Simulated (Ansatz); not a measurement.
Consider KSrCl₃ in the cubic perovskite structure (space group Pm-3m, No. 221; a = 5.636 Å; a hypothetical phase, not in the database extracts checked).

Now apply this change: every lattice vector is shortened by 1.78 %; the atoms relax in the strained cell.

Calculations: r2SCAN (Ansatz, a program for electronic structure; PAW; 500 eV plane waves; no SOC).

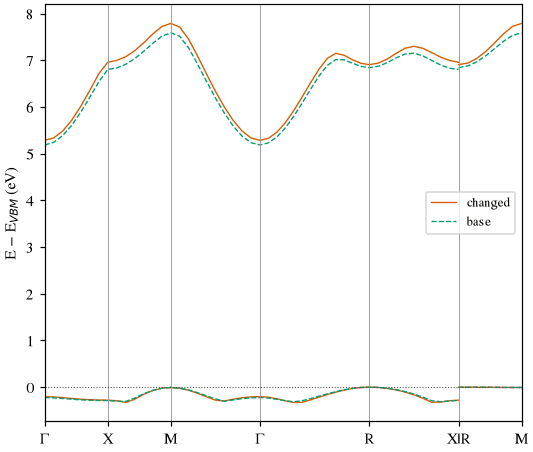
Highest valence and lowest conduction band along the path, each from its own valence-band maximum

### Question
From the figure, how large is the changed gap, and is it direct?

### Answer
About 5.3 eV, indirect, R → Γ.

Stability against distortions was not tested. Many cubic perovskites are stable only at high temperature; tilts and polar distortions were not tested.
